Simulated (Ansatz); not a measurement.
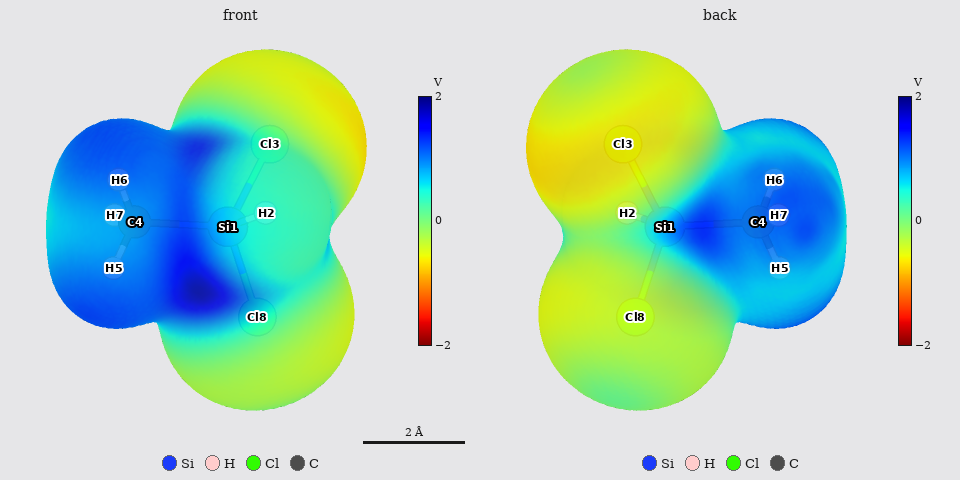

Figure. CH₄Cl₂Si. The electrostatic potential painted on the density surface at 0.002 e/bohr³, seen from the front and from behind; the colour scale runs from red (negative) to blue (positive).

Not at a stationary point (largest force 1.0 eV/Å).

Level of theory: RKS B3LYP/6-31G* (Ansatz).

```xyz
8

Si    0.0331    0.0149    0.1909
H     0.0268   -0.1316    1.6380
Cl    2.1267    0.1651    0.1280
C    -0.7911    1.5054   -0.5651
H    -1.8736    1.3561   -0.6300
H    -0.5954    2.3952    0.0427
H    -0.4031    1.6783   -1.5736
Cl   -0.6466   -1.7102   -0.7309
```

### Where is the surface potential most negative and most positive?

The most negative region (about −0.7 V) lies over Cl3, the most positive (about +1.7 V) over Si1.
